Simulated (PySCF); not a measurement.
**Energy and gradient calculation, with input and output: H$_{2}$O$_{2}$**

H$_{2}$O$_{2}$, SMILES OO, computed with TPSS/pcseg-2, RKS (PySCF 2.14.0).

The geometry comes from this level: PBE0-D4/def2-TZVP. Figures and captions count atoms from 1; the log counts them from 0 in places.

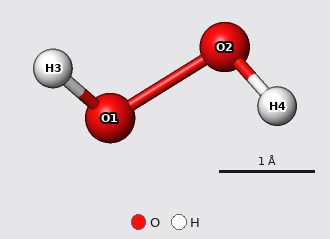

**Figure 1.** The structure as given in the input (ball-and-stick view, seen on its broad side; atoms are numbered from 1 in the order of the input). Bond lengths as drawn: H–O 0.96 Å and O–O 1.43 Å.

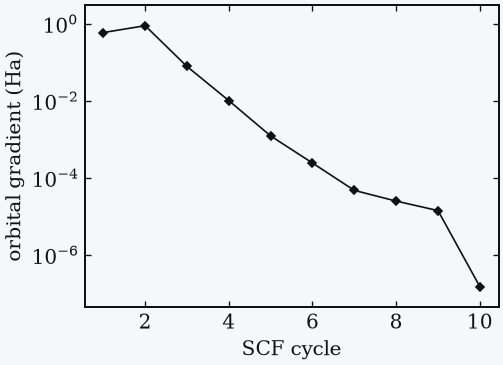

**Figure 2.** Convergence of the self-consistent field: orbital gradient against the SCF cycle. The residual falls almost steadily, with no more than small rises.

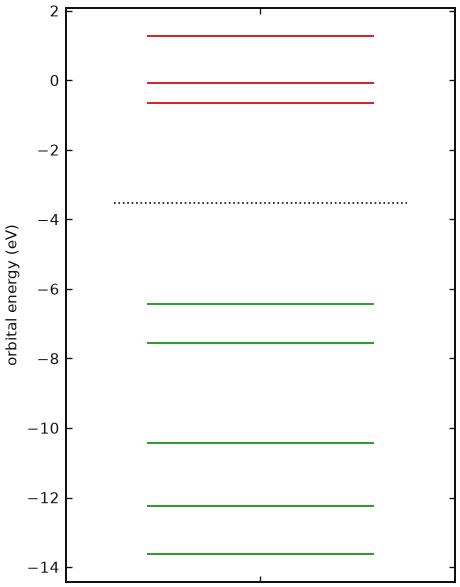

**Figure 3.** Orbital energies near the frontier; the dotted line parts filled from empty levels, and levels within 0.02 eV of each other stand side by side. Highest filled −6.45 eV, lowest empty −0.64 eV, 5.81 eV apart.

These pictures come from the run below.

The input (job.py)
```python
import pyscf.grad
from pyscf import gto, dft

mol = gto.Mole()
mol.atom = 'mol.xyz'
mol.basis = 'pcseg-2'
mol.verbose = 4
mol.max_memory = 1860
mol.charge = 0
mol.build()

calc0 = dft.RKS(mol, xc='tpss')
calc0.conv_tol = 1e-10
calc0.grids.level = 5
calc0.kernel()
if not calc0.converged:
    calc0 = calc0.newton().run(calc0.mo_coeff, calc0.mo_occ)

e_tot = calc0.e_tot
print('E = %.10f Eh' % e_tot)
grad = calc0.Gradients().kernel()
calc0.analyze()
```

File mol.xyz
```
4
H2O2
O     -0.486800    -0.581100     0.030600
O      0.048300     0.728400     0.206900
H      0.186400    -1.117000     0.467400
H      0.252100     0.969800    -0.704900
```

Command:
```bash
OMP_NUM_THREADS=1 python job.py
```

Log
```
PySCF version 2.14.0

[INPUT] num. atoms = 4
[INPUT] num. electrons = 18
[INPUT] charge = 0
[INPUT] spin (= nelec alpha-beta = 2S) = 0
[INPUT] symmetry False subgroup None
[INPUT] Mole.unit = angstrom
[INPUT] Symbol           X                Y                Z      unit          X                Y                Z       unit  Magmom
[INPUT]  1 O     -0.486800000000  -0.581100000000   0.030600000000 AA   -0.919918677438  -1.098119850985   0.057825619412 Bohr   0.0
[INPUT]  2 O      0.048300000000   0.728400000000   0.206900000000 AA    0.091273771816   1.376476509133   0.390984335173 Bohr   0.0
[INPUT]  3 H      0.186400000000  -1.117000000000   0.467400000000 AA    0.352244949619  -2.110824081139   0.883257990622 Bohr   0.0
[INPUT]  4 H      0.252100000000   0.969800000000  -0.704900000000 AA    0.476399956003   1.832656395603  -1.332067945206 Bohr   0.0

nuclear repulsion = 37.2831187913281
number of shells = 14
number of NR pGTOs = 126
number of NR cGTOs = 88
basis = pcseg-2
ecp = {}

******** <class 'pyscf.dft.rks.RKS'> ********
method = RKS
initial guess = minao
damping factor = 0
level_shift factor = 0
DIIS = <class 'pyscf.scf.diis.CDIIS'>
diis_start_cycle = 1
diis_space = 8
diis_damp = 0
SCF conv_tol = 1e-10
SCF conv_tol_grad = None
SCF max_cycles = 50
direct_scf = True
direct_scf_tol = 1e-13
XC library pyscf.dft.libxc version 7.0.0
    S. Lehtola, C. Steigemann, M. J.T. Oliveira, and M. A.L. Marques.,  SoftwareX 7, 1–5 (2018)
XC functionals = tpss
    J. Tao, J. P. Perdew, V. N. Staroverov, and G. E. Scuseria.,  Phys. Rev. Lett. 91, 146401 (2003)
    J. Tao, J. P. Perdew, V. N. Staroverov, and G. E. Scuseria.,  Phys. Rev. Lett. 91, 146401 (2003)
radial grids:
    Treutler-Ahlrichs [JCP 102, 346 (1995); DOI:10.1063/1.469408] (M4) radial grids

becke partition: Becke, JCP 88, 2547 (1988); DOI:10.1063/1.454033
pruning grids: <function nwchem_prune>
grids dens level: 5
symmetrized grids: False
atomic radii adjust function: <function treutler_atomic_radii_adjust>
small_rho_cutoff = 0
Set gradient conv threshold to 1e-05
Initial guess from minao.
tot grids = 133040
init E= -151.742146048677
  HOMO = -0.339528649797591  LUMO = -0.100674028754094  gap/eV = 6.49957
cycle= 1 E= -151.570032227763  delta_E= 0.172  |g|= 0.583  |ddm|= 1.49
  HOMO = -0.126188976669777  LUMO = 0.0126204850706877  gap/eV = 3.77720
cycle= 2 E= -151.48847016545  delta_E= 0.0816  |g|= 0.879  |ddm|= 0.965
  HOMO = -0.245011987114093  LUMO = -0.0338183271724155  gap/eV = 5.74687
cycle= 3 E= -151.632178882967  delta_E= -0.144  |g|= 0.0769  |ddm|= 0.607
  HOMO = -0.236849929143737  LUMO = -0.0233908550692323  gap/eV = 5.80852
cycle= 4 E= -151.63320042724  delta_E= -0.00102  |g|= 0.01  |ddm|= 0.0442
  HOMO = -0.236772178649465  LUMO = -0.0234033764808039  gap/eV = 5.80606
cycle= 5 E= -151.633217189457  delta_E= -1.68e-05  |g|= 0.00121  |ddm|= 0.00548
  HOMO = -0.236894494022854  LUMO = -0.0235230221627329  gap/eV = 5.80613
cycle= 6 E= -151.633217417847  delta_E= -2.28e-07  |g|= 0.00024  |ddm|= 0.000843
  HOMO = -0.236906024541868  LUMO = -0.0235294681012039  gap/eV = 5.80627
cycle= 7 E= -151.633217428608  delta_E= -1.08e-08  |g|= 4.68e-05  |ddm|= 0.00026
  HOMO = -0.236905736268957  LUMO = -0.023530043633226  gap/eV = 5.80625
cycle= 8 E= -151.633217428911  delta_E= -3.03e-10  |g|= 2.47e-05  |ddm|= 5.96e-05
  HOMO = -0.236905606423475  LUMO = -0.0235298276773541  gap/eV = 5.80625
cycle= 9 E= -151.633217428984  delta_E= -7.31e-11  |g|= 1.4e-05  |ddm|= 1.75e-05
  HOMO = -0.236905482937118  LUMO = -0.0235295911339204  gap/eV = 5.80625
cycle= 10 E= -151.633217429018  delta_E= -3.39e-11  |g|= 1.49e-07  |ddm|= 6.99e-06
  HOMO = -0.23690542232759  LUMO = -0.0235295408392666  gap/eV = 5.80625
Extra cycle  E= -151.633217429019  delta_E= -9.66e-13  |g|= 1.82e-07  |ddm|= 2.25e-07
converged SCF energy = -151.633217429019
E = -151.6332174290 Eh

******** <class 'pyscf.grad.rks.Gradients'> for <class 'pyscf.dft.rks.RKS'> ********
unit = Eh/Bohr
grid_response = False
--------------- RKS gradients ---------------
         x                y                z
0 O     0.0147330160     0.0189630707     0.0063379584
1 O    -0.0077166914    -0.0213108101    -0.0101300682
2 H    -0.0052859848     0.0043886545    -0.0033754674
3 H    -0.0017300330    -0.0020399587     0.0071692594
----------------------------------------------
**** SCF Summaries ****
Total Energy =                        -151.633217429018941
Nuclear Repulsion Energy =              37.283118791328086
One-electron Energy =                 -282.334573911070322
Two-electron Energy =                   93.418237690723302
Two-electron Coulomb Energy =          111.298803828365934
DFT Exchange-Correlation Energy =      -17.880566137642628
HOMO-LUMO gap [eV] =                     5.806253478536537
**** MO energy ****
MO #1   energy= -18.9406700264912  occ= 2
MO #2   energy= -18.9406673985905  occ= 2
MO #3   energy= -1.06258462735488  occ= 2
MO #4   energy= -0.840633427038812 occ= 2
MO #5   energy= -0.500897036233589 occ= 2
MO #6   energy= -0.449740044642416 occ= 2
MO #7   energy= -0.38316410377548  occ= 2
MO #8   energy= -0.277282839292392 occ= 2
MO #9   energy= -0.23690542232759  occ= 2
MO #10  energy= -0.0235295408392666 occ= 0
MO #11  energy= -0.00286923596723909 occ= 0
MO #12  energy= 0.046928656098677  occ= 0
MO #13  energy= 0.258586051733744  occ= 0
MO #14  energy= 0.271105756785897  occ= 0
MO #15  energy= 0.285410725040162  occ= 0
MO #16  energy= 0.308710458256582  occ= 0
MO #17  energy= 0.349008449287547  occ= 0
MO #18  energy= 0.375839930506512  occ= 0
MO #19  energy= 0.396661039546235  occ= 0
MO #20  energy= 0.433047473593888  occ= 0
MO #21  energy= 0.547623032616622  occ= 0
MO #22  energy= 0.653409237527761  occ= 0
MO #23  energy= 0.733947145982998  occ= 0
MO #24  energy= 0.742304127072871  occ= 0
MO #25  energy= 0.849377042794501  occ= 0
MO #26  energy= 0.931665621738773  occ= 0
MO #27  energy= 1.1174282632012    occ= 0
MO #28  energy= 1.11989863068878   occ= 0
MO #29  energy= 1.36270908405246   occ= 0
MO #30  energy= 1.39349997603361   occ= 0
MO #31  energy= 1.48694754964747   occ= 0
MO #32  energy= 1.53833957066645   occ= 0
MO #33  energy= 1.69401124677666   occ= 0
MO #34  energy= 1.73728253353853   occ= 0
MO #35  energy= 1.76220114399255   occ= 0
MO #36  energy= 1.8329571575347    occ= 0
MO #37  energy= 1.88262765884418   occ= 0
MO #38  energy= 1.96680421954554   occ= 0
MO #39  energy= 2.04385949109095   occ= 0
MO #40  energy= 2.05710592420674   occ= 0
MO #41  energy= 2.24154483114594   occ= 0
MO #42  energy= 2.35825227244693   occ= 0
MO #43  energy= 2.38126403123842   occ= 0
MO #44  energy= 2.68518112602904   occ= 0
MO #45  energy= 2.87573494840432   occ= 0
MO #46  energy= 3.34757599503432   occ= 0
MO #47  energy= 3.36047830206062   occ= 0
MO #48  energy= 3.4791945061223    occ= 0
MO #49  energy= 3.52474563314694   occ= 0
MO #50  energy= 3.61435335566124   occ= 0
MO #51  energy= 3.6256199401033    occ= 0
MO #52  energy= 3.64475673401284   occ= 0
MO #53  energy= 3.69079078287299   occ= 0
MO #54  energy= 3.76309997486124   occ= 0
MO #55  energy= 3.77397373913942   occ= 0
MO #56  energy= 3.96216520353725   occ= 0
MO #57  energy= 4.04722352029607   occ= 0
MO #58  energy= 4.11927427077043   occ= 0
MO #59  energy= 4.1684948124205    occ= 0
MO #60  energy= 4.34032473946388   occ= 0
MO #61  energy= 4.38027776071364   occ= 0
MO #62  energy= 4.42536242858728   occ= 0
MO #63  energy= 4.45139343324968   occ= 0
MO #64  energy= 4.51532736065417   occ= 0
MO #65  energy= 4.52055303958545   occ= 0
MO #66  energy= 4.76185707564382   occ= 0
MO #67  energy= 4.84843934660843   occ= 0
MO #68  energy= 4.89804733409912   occ= 0
MO #69  energy= 4.92714344757025   occ= 0
MO #70  energy= 5.20160845130614   occ= 0
MO #71  energy= 5.28070670570155   occ= 0
MO #72  energy= 5.80949761311443   occ= 0
MO #73  energy= 6.04538469697206   occ= 0
MO #74  energy= 6.07628432828895   occ= 0
MO #75  energy= 6.13099046227354   occ= 0
MO #76  energy= 6.17778923347664   occ= 0
MO #77  energy= 6.18200850418181   occ= 0
MO #78  energy= 6.20503082734074   occ= 0
MO #79  energy= 6.21515589691358   occ= 0
MO #80  energy= 6.33946346426686   occ= 0
MO #81  energy= 6.57923604492311   occ= 0
MO #82  energy= 6.61682789718836   occ= 0
MO #83  energy= 6.69733592685019   occ= 0
MO #84  energy= 6.70001611591777   occ= 0
MO #85  energy= 6.99014488851719   occ= 0
MO #86  energy= 7.17185554947925   occ= 0
MO #87  energy= 7.44954713894224   occ= 0
MO #88  energy= 9.41835742470697   occ= 0
 ** Mulliken pop on meta-lowdin orthogonal AOs  **
 ** Mulliken pop  **
pop of  0 O 1s            1.99997
pop of  0 O 2s            1.72577
pop of  0 O 3s            0.00669
pop of  0 O 4s            0.00084
pop of  0 O 2px           1.65074
pop of  0 O 2py           1.05397
pop of  0 O 2pz           1.88397
pop of  0 O 3px           0.00205
pop of  0 O 3py           0.00663
pop of  0 O 3pz           0.00496
pop of  0 O 4px           0.00033
pop of  0 O 4py           0.00011
pop of  0 O 4pz           0.00020
pop of  0 O 3dxy          0.00333
pop of  0 O 3dyz          0.00117
pop of  0 O 3dz^2         0.00162
pop of  0 O 3dxz          0.00344
pop of  0 O 3dx2-y2       0.00190
pop of  0 O 4dxy          0.00009
pop of  0 O 4dyz          0.00006
pop of  0 O 4dz^2         0.00010
pop of  0 O 4dxz          0.00021
pop of  0 O 4dx2-y2       0.00007
pop of  0 O 4f-3          0.00023
pop of  0 O 4f-2          0.00030
pop of  0 O 4f-1          0.00016
pop of  0 O 4f+0          0.00034
pop of  0 O 4f+1          0.00012
pop of  0 O 4f+2          0.00008
pop of  0 O 4f+3          0.00026
pop of  1 O 1s            1.99997
pop of  1 O 2s            1.72578
pop of  1 O 3s            0.00669
pop of  1 O 4s            0.00084
pop of  1 O 2px           1.83332
pop of  1 O 2py           1.18810
pop of  1 O 2pz           1.56724
pop of  1 O 3px           0.00486
pop of  1 O 3py           0.00570
pop of  1 O 3pz           0.00308
pop of  1 O 4px           0.00006
pop of  1 O 4py           0.00002
pop of  1 O 4pz           0.00055
pop of  1 O 3dxy          0.00135
pop of  1 O 3dyz          0.00209
pop of  1 O 3dz^2         0.00493
pop of  1 O 3dxz          0.00184
pop of  1 O 3dx2-y2       0.00125
pop of  1 O 4dxy          0.00007
pop of  1 O 4dyz          0.00007
pop of  1 O 4dz^2         0.00023
pop of  1 O 4dxz          0.00008
pop of  1 O 4dx2-y2       0.00008
pop of  1 O 4f-3          0.00018
pop of  1 O 4f-2          0.00012
pop of  1 O 4f-1          0.00033
pop of  1 O 4f+0          0.00028
pop of  1 O 4f+1          0.00023
pop of  1 O 4f+2          0.00010
pop of  1 O 4f+3          0.00024
pop of  2 H 1s            0.62567
pop of  2 H 2s            0.01256
pop of  2 H 3s            0.00589
pop of  2 H 2px           0.00139
pop of  2 H 2py           0.00086
pop of  2 H 2pz           0.00299
pop of  2 H 3px           0.00030
pop of  2 H 3py           0.00015
pop of  2 H 3pz           0.00016
pop of  2 H 3dxy          0.00013
pop of  2 H 3dyz          0.00007
pop of  2 H 3dz^2         0.00003
pop of  2 H 3dxz          0.00008
pop of  2 H 3dx2-y2       0.00003
pop of  3 H 1s            0.62566
pop of  3 H 2s            0.01256
pop of  3 H 3s            0.00589
pop of  3 H 2px           0.00312
pop of  3 H 2py           0.00132
pop of  3 H 2pz           0.00081
pop of  3 H 3px           0.00009
pop of  3 H 3py           0.00013
pop of  3 H 3pz           0.00039
pop of  3 H 3dxy          0.00003
pop of  3 H 3dyz          0.00007
pop of  3 H 3dz^2         0.00016
pop of  3 H 3dxz          0.00004
pop of  3 H 3dx2-y2       0.00003
 ** Mulliken atomic charges  **
charge of    0O =     -0.34971
charge of    1O =     -0.34970
charge of    2H =      0.34970
charge of    3H =      0.34971
Dipole moment(X, Y, Z, Debye):  1.49830, -0.50309, -0.81147
```

Key numbers

| quantity | value |
| --- | --- |
| outcome | converged |
| total energy | −151.633217 hartree |
| basis functions | 88 |
| largest force | 1.277 eV/Å |
| HOMO | −6.45 eV |
| LUMO | −0.64 eV |
| dipole moment | 1.78 D |
| hardware | 1 thread of Intel Xeon @ 2.50GHz (Skylake/Cascade Lake), 189 GiB of memory available, shared host |
| wall time | 53 s |
| peak memory | 0.85 GiB |
